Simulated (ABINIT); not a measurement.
# Quasiparticle gap of AlN (F-43m) in ABINIT

How does a plane-wave GW calculation on AlN (F-43m) run from the first input to the gap?

Program: ABINIT 10.8.3. Level of theory: LDA and many-body steps on it, plane waves. Results are calculated unless marked as measured.

### Step 1. Set-up

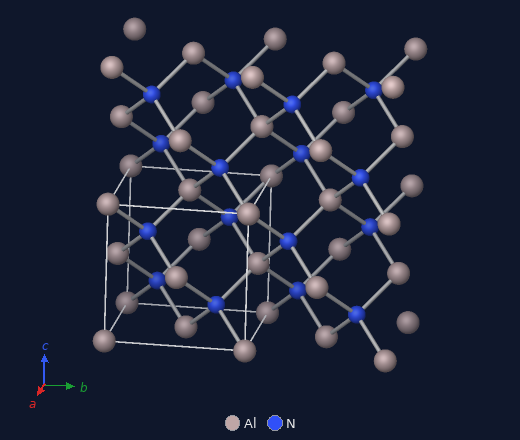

Start, viewed slightly off an axis; aluminium light grey, nitrogen blue. 1×2×2 cells are drawn. This picture shows the conventional cell, with its axes. Bonds to atoms that aren't drawn are left out. Some periodic images of atoms are drawn too.

The cell and positions are those that the Materials Project relaxed with its own functionals (PBE, PBE+U or r2SCAN), kept fixed. This is not the form that AlN usually takes at ambient conditions.

### Step 2. Ground state

This step: ABINIT 10.8.3; DFT, LDA, plane waves, norm-conserving pseudopotentials.

The ground-state density comes first.

Contents of run.abi:

```
acell 3*1.0 Angstrom
rprim 
  -0.000000000000 2.183993559600 2.183993559600
  2.183993559600 -0.000000000000 2.183993559600
  2.183993559600 2.183993559600 -0.000000000000
ntypat 2
znucl 13 7
natom 2
typat 1 2
xred 
  0.000000000000 0.000000000000 0.000000000000
  0.750000000000 0.750000000000 0.750000000000
pp_dirpath "pseudos"
pseudos "Al.upf, N.upf"
ecut 36
ngkpt 8 8 8
nshiftk 1
shiftk 0 0 0
kptopt 1
chksymbreak 0
nband 9
occopt 1
tolvrs 1e-10
nstep 60
prtwf 0
indata_prefix "in"
outdata_prefix "out"
tmpdata_prefix "tmp"
```

The run is started by

```sh
$ OMP_NUM_THREADS=1 mpirun -n 8 abinit run.abi > log
```

Numbers of over 12 decimals in the logs are rounded to 6 here.

What it wrote:

```text
.Version 10.8.3 of ABINIT. v10.8.2 released Aug 2026.

 Symmetries : space group F-4 3 m (#216); Bravais cF (face-center cubic)
================================================================================
 Values of the parameters that define the memory need of the present run
     intxc =       0    ionmov =       0      iscf =       7    lmnmax =       6
     lnmax =       6     mgfft =      32  mpssoang =       3    mqgrid =    3001
     natom =       2  nloc_mem =       1    nspden =       1   nspinor =       1
    nsppol =       1      nsym =      24    n1xccc =    2501    ntypat =       2
    occopt =       1   xclevel =       1
-    mband =           9        mffmem =           1         mkmem =           4
       mpw =        1475          nfft =       32768          nkpt =          29
================================================================================
  Rough estimation (10% accuracy) of disk space for files :
================================================================================

--------------------------------------------------------------------------------
------------- Echo of variables that govern the present computation ------------
--------------------------------------------------------------------------------
 -outvars: echo values of preprocessed input variables --------
            acell      1.8897261259E+00  1.8897261259E+00  1.8897261259E+00 Bohr

      chksymbreak           0
             ecut      3.60000000E+01 Hartree
-          fftalg         312

              ixc       -1012
              kpt      0.00000000E+00  0.00000000E+00  0.00000000E+00
                       1.25000000E-01  0.00000000E+00  0.00000000E+00
                       2.50000000E-01  0.00000000E+00  0.00000000E+00
                       3.75000000E-01  0.00000000E+00  0.00000000E+00
                       5.00000000E-01  0.00000000E+00  0.00000000E+00
                       1.25000000E-01  1.25000000E-01  0.00000000E+00
                       2.50000000E-01  1.25000000E-01  0.00000000E+00
                       3.75000000E-01  1.25000000E-01  0.00000000E+00
                       5.00000000E-01  1.25000000E-01  0.00000000E+00
   [... 18 further rows ...]
                      -3.75000000E-01  5.00000000E-01  1.25000000E-01
                      -2.50000000E-01  5.00000000E-01  2.50000000E-01
         kptrlatt        8    0    0      0    8    0      0    0    8
          kptrlen      4.66933685E+01
P           mkmem           4
            natom           2
            nband           9
            ngfft          32      32      32
             nkpt          29
            nstep          60
             nsym          24
           ntypat           2
              occ      2.000000  2.000000  2.000000  2.000000  0.000000  0.000000
[...]
prtwf           0
            rprim     -0.0000000000E+00  2.1839935596E+00  2.1839935596E+00
[...]
spgroup         216

           tolvrs      1.00000000E-10

             xred      0.0000000000E+00  0.0000000000E+00  0.0000000000E+00
[...]
znucl       13.00000    7.00000

================================================================================

 chkinp: Checking input parameters for consistency.

================================================================================
== DATASET  1 ==================================================================
-   mpi_nproc: 8, omp_nthreads: 1 (-1 if OMP is not activated)

--- !DatasetInfo
iteration_state: {dtset: 1, }
dimensions: {natom: 2, nkpt: 29, mband: 9, nsppol: 1, nspinor: 1, nspden: 1, mpw: 1475, }
cutoff_energies: {ecut:  36.0, pawecutdg:  -1.0, }
electrons: {nelect:   8.00000000E+00, charge:   0.00000000E+00, occopt:   1.00000000E+00, tsmear:   1.00000000E-02, }

 Real(R)+Recip(G) space primitive vectors, cartesian coordinates (Bohr,Bohr^-1):
 R(1)=  0.0000000  4.1271497  4.1271497  G(1)= -0.1211490  0.1211490  0.1211490
 R(2)=  4.1271497  0.0000000  4.1271497  G(2)=  0.1211490 -0.1211490  0.1211490
 R(3)=  4.1271497  4.1271497  0.0000000  G(3)=  0.1211490  0.1211490 -0.1211490
 Unit cell volume ucvol=  1.4059849E+02 bohr^3
 Angles (23,13,12)=  6.00000000E+01  6.00000000E+01  6.00000000E+01 degrees

 getcut: wavevector=  0.0000  0.0000  0.0000  ngfft=  32  32  32
         ecut(hartree)=     36.000   => boxcut(ratio)=   2.02987

--- Pseudopotential description ------------------------------------------------
- Al Generated using ONCVPSP code by D. R. Hamann
- 13.00000   3.00000  180309                  znucl, zion, pspdat
12 -1012 2 -1 1854                            pspcod,pspxc,lmax,lloc,mmax
     nproj     2     2     2
  pspatm : epsatm=    0.57439143
         --- l  ekb(1:nproj) -->
[...]
pspatm: atomic psp has been read  and splines computed

- N Generated using ONCVPSP code by D. R. Hamann
-  7.00000   5.00000  180309                  znucl, zion, pspdat
12 -1012 1 -1 1058                            pspcod,pspxc,lmax,lloc,mmax
     nproj     2     2     0
  pspatm : epsatm=    5.30777321
         --- l  ekb(1:nproj) -->
[...]
1   -4.361519   -1.032581
 pspatm: atomic psp has been read  and splines computed

   4.70573171E+01                                ecore*ucvol(ha*bohr**3)
--------------------------------------------------------------------------------

_setup2: Arith. and geom. avg. npw (full set) are    1449.447    1449.423

================================================================================

--- !BeginCycle
iteration_state: {dtset: 1, }
solver: {iscf: 7, nstep: 60, nline: 4, wfoptalg: 0, }
tolerances: {tolvrs: 1.00E-10, }

     iter   Etot(hartree)      deltaE(h)  residm     vres2
 ETOT  1  -12.678261174283    -1.268E+01 1.150E-01 5.515E+02
 ETOT  2  -12.708084144609    -2.982E-02 9.035E-03 4.447E+02
 ETOT  3  -12.841256504168    -1.332E-01 4.509E-03 1.301E+00
 ETOT  4  -12.841570757358    -3.143E-04 2.019E-03 4.883E-02
 ETOT  5  -12.841581461968    -1.070E-05 1.677E-04 4.036E-04
 ETOT  6  -12.841581516368    -5.440E-08 2.009E-04 5.655E-05
 ETOT  7  -12.841581536977    -2.061E-08 1.700E-05 9.087E-07
 ETOT  8  -12.841581537309    -3.317E-10 2.123E-05 6.983E-09
 ETOT  9  -12.841581537311    -2.034E-12 1.772E-06 2.796E-10
 ETOT 10  -12.841581537311    -1.705E-13 2.325E-06 3.470E-13

 At SCF step   10       vres2   =  3.47E-13 < tolvrs=  1.00E-10 =>converged.

 Cartesian components of stress tensor (hartree/bohr^3)
  sigma(1 1)=  1.79578753E-04  sigma(3 2)=  0.00000000E+00
  sigma(2 2)=  1.79578753E-04  sigma(3 1)=  0.00000000E+00
  sigma(3 3)=  1.79578753E-04  sigma(2 1)=  0.00000000E+00

--- !ResultsGS
iteration_state: {dtset: 1, }
comment   : Summary of ground state results
lattice_vectors:
- [ -0.0000000,   4.1271497,   4.1271497, ]
- [  4.1271497,  -0.0000000,   4.1271497, ]
- [  4.1271497,   4.1271497,  -0.0000000, ]
lattice_lengths: [   5.83667,    5.83667,    5.83667, ]
lattice_angles: [ 60.000,  60.000,  60.000, ] # degrees, (23, 13, 12)
lattice_volume:   1.4059849E+02
convergence: {deltae: -1.705E-13, res2:  3.470E-13, residm:  2.325E-06, diffor: null, }
etotal    :  -1.28415815E+01
entropy   :   0.00000000E+00
fermie    :   2.02431740E-01
cartesian_stress_tensor: # hartree/bohr^3
- [  1.79578753E-04,   0.00000000E+00,   0.00000000E+00, ]
- [  0.00000000E+00,   1.79578753E-04,   0.00000000E+00, ]
- [  0.00000000E+00,   0.00000000E+00,   1.79578753E-04, ]
pressure_GPa:  -5.2834E+00
xred      :
- [  0.0000E+00,   0.0000E+00,   0.0000E+00, Al]
- [  7.5000E-01,   7.5000E-01,   7.5000E-01,  N]
cartesian_forces: # hartree/bohr
- [ -0.00000000E+00,  -0.00000000E+00,  -0.00000000E+00, ]
- [ -0.00000000E+00,  -0.00000000E+00,  -0.00000000E+00, ]
force_length_stats: {min:   0.00000000E+00, max:   0.00000000E+00, mean:   0.00000000E+00, }

 Integrated electronic density in atomic spheres:
 ------------------------------------------------
 Atom  Sphere_radius  Integrated_density
    1        2.00000          1.13118084
    2        2.00000          5.35398748
================================================================================

 ----iterations are completed or convergence reached----

 Mean square residual over all n,k,spin=   10.967E-09; max=  23.250E-07
 reduced coordinates (array xred) for    2 atoms
       0.000000000000      0.000000000000      0.000000000000
       0.750000000000      0.750000000000      0.750000000000
 rms dE/dt=  0.0000E+00; max dE/dt=  0.0000E+00; dE/dt below (all hartree)
    1       0.000000000000      0.000000000000      0.000000000000
    2       0.000000000000      0.000000000000      0.000000000000

 cartesian coordinates (angstrom) at end:
    1      0.000000     0.000000     0.000000
    2      3.275990     3.275990     3.275990

 cartesian forces (hartree/bohr) at end:
    1     -0.000000    -0.000000    -0.000000
    2     -0.000000    -0.000000    -0.000000
 frms,max,avg= 0.0000000E+00 0.0000000E+00   0.000E+00  0.000E+00  0.000E+00 h/b

 cartesian forces (eV/Angstrom) at end:
    1     -0.000000    -0.000000    -0.000000
    2     -0.000000    -0.000000    -0.000000
 frms,max,avg= 0.0000000E+00 0.0000000E+00   0.000E+00  0.000E+00  0.000E+00 e/A
 length scales=  1.889726125908  1.889726125908  1.889726125908 bohr
              =  1.000000000000  1.000000000000  1.000000000000 angstroms
 prteigrs : about to open file out_EIG
 Fermi (or HOMO) energy (hartree) =   0.20243   Average Vxc (hartree)=  -0.40395
 Eigenvalues (hartree) for nkpt=  29  k points:
 kpt#   1, nband=  9, wtk=  0.00195, kpt=  0.0000  0.0000  0.0000 (reduced coord)
  -0.34191    0.20243    0.20243    0.20243    0.35837    0.65658    0.65658    0.65658
   0.84940
 prteigrs : prtvol=0 or 1, do not print more k-points.

--- !EnergyTerms
iteration_state     : {dtset: 1, }
comment             : Components of total free energy in Hartree
kinetic             :  8.19706495125023E+00
hartree             :  2.78546247880494E+00
xc                  : -4.24596612750278E+00
Ewald energy        : -1.08999795989279E+01
psp_core            :  3.34692904348814E-01
local_psp           : -8.30247576615150E+00
non_local_psp       : -7.10380379132833E-01
total_energy        : -1.28415815373110E+01
total_energy_eV     : -3.49437235221028E+02
band_energy         :  1.46029088891320E-01

 Cartesian components of stress tensor (hartree/bohr^3)
  sigma(1 1)=  1.79578753E-04  sigma(3 2)=  0.00000000E+00
  sigma(2 2)=  1.79578753E-04  sigma(3 1)=  0.00000000E+00
  sigma(3 3)=  1.79578753E-04  sigma(2 1)=  0.00000000E+00

-Cartesian components of stress tensor (GPa)         [Pressure= -5.2834E+00 GPa]
- sigma(1 1)=  5.28338933E+00  sigma(3 2)=  0.00000000E+00
- sigma(2 2)=  5.28338933E+00  sigma(3 1)=  0.00000000E+00
- sigma(3 3)=  5.28338933E+00  sigma(2 1)=  0.00000000E+00

== END DATASET(S) ==============================================================
================================================================================

 -outvars: echo values of variables after computation  --------
           etotal     -1.2841581537E+01
            nband           9
             nkpt          29
          spgroup         216
 [... the other variables as echoed above ...]

 Calculation completed.
```

The job ended after 2.7 s (8 MPI ranks of Arm Neoverse V2, shared host; peak memory 0.07 GiB; 21 s of CPU time).

This step gave:

| Item | Value |
| --- | --- |
| total energy | -349.4372 eV |
| gap | 3.259 eV |
| k of the valence top | 0, 0, 0 |
| k of the conduction bottom | 0.5, 0.5, 0 |
| least direct gap | 4.243 eV |
| pressure | -5.283 GPa |

The gap is indirect, with the least direct gap 0.98 eV higher.

The cutoff was set for levels, not for stress, so the pressure can be off by some GPa.

(Continued in part 2 of 3.)

[Paths, hosts, dates, memory and timing lines, banners, echoed tables and standing remarks are left out of the program output.]

[Logs are printed without paths, hosts, clocks, repeated set-up lines and the standing remarks that a program may print on its own settings, such as how far it seeks lower states.]

[Runs of the session that timed out or met a known fault of the program may be left out.]

[Hosts, paths, dates, database ids (printed as entryN), source tags and the programs' standing remarks are cut or masked in the printed files.]

[G0W0 gaps are taken among the corrected bands and points alone; a level outside them can change the order at an edge.]

[Where Ansatz stands beside ABINIT at settings called matched, ABINIT's density can come from a denser mesh and the files from another edition; pairs whose starting gaps differed by over 0.03 eV were left out, so agreement reads better than it is.]
